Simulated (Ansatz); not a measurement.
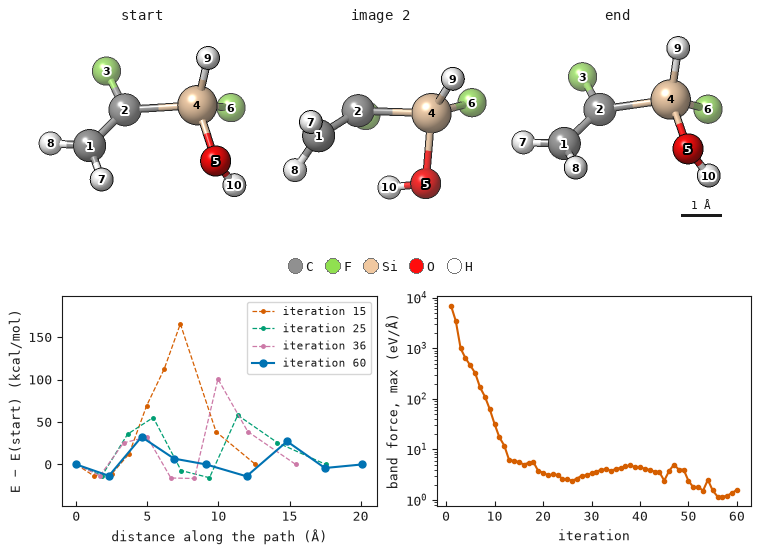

NEB run on C₂H₄F₂OSi. Images are numbered from 0 (start) to 8 (end). The plot follows the band through its iterations. The picture is a ball-and-stick view, seen at a tilt.

Computed with RKS PBE/STO-3G in Ansatz. Run with 7 movable images; climbing image; force threshold 0.05 eV/Å; iteration limit 60; starting path through a guess of the saddle point; end points as typed, not relaxed.

How did the profile develop, and is the result final?

The result isn't final. The band hadn't converged when the run stopped after 60 iterations. The largest component of the band force went from 7000 to 1.6 eV/Å. The barrier read from it is provisional: over the last two iterations the highest image moved from 35.7 kcal/mol to 32.5 kcal/mol. The end points weren't relaxed, so energies relative to them aren't barriers between minima. The first iteration put the highest image at 65158.8 kcal/mol. Relative to the start the highest point is image 2 at +32.5 kcal/mol and the end lies at +0.1 kcal/mol, but the profile dips to −13.9 kcal/mol at image 5 on the way, so there may be more than one step; on an unconverged band the side maxima are provisional.

Limits of the set-up: STO-3G is a minimal basis, so the numbers are rough.

The run took 14 min on 1 thread of Arm Neoverse V2, with other jobs on the host, peak memory 0.095 GiB.
